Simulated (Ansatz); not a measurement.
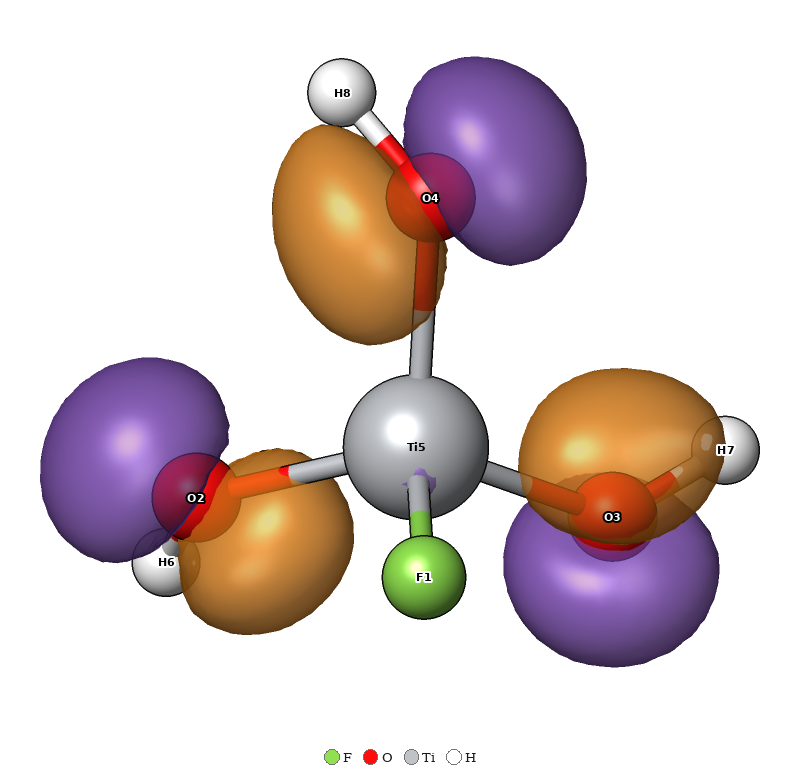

Figure. FH3O3Ti (SMILES [OH][Ti]([OH])([OH])[F]). The HOMO at ±0.15 Å⁻³ᐟ² (orange and purple are the two phases), seen at a tilt.

Geometry: PBE0-D4/def2-SVP.

Theory: Ansatz 0.2.0, isolated molecule in a Gaussian basis; Kohn-Sham density functional theory, functional PBE0.

| atom | x (Å) | y (Å) | z (Å) |
| --- | --- | --- | --- |
| F | 1.8151 | -3.2319 | -4.3926 |
| O | 0.5938 | -3.1934 | -1.7871 |
| O | -1.0527 | -3.1343 | -4.1741 |
| O | 0.5470 | -0.8233 | -3.4583 |
| Ti | 0.4747 | -2.5952 | -3.4522 |
| H | 0.0519 | -3.7887 | -1.2618 |
| H | -1.7706 | -2.6721 | -4.6156 |
| H | 0.7108 | -0.1696 | -2.7729 |

Where does this orbital lie, and at what energy?

Its weight (Hirshfeld) is mainly on O2 (about 30 %), O3 (about 30 %), O4 (about 30 %) and Ti5 (about 10 %); largely a combination of lone pairs on O2, O3 and O4. Its energy is −9.60 eV.
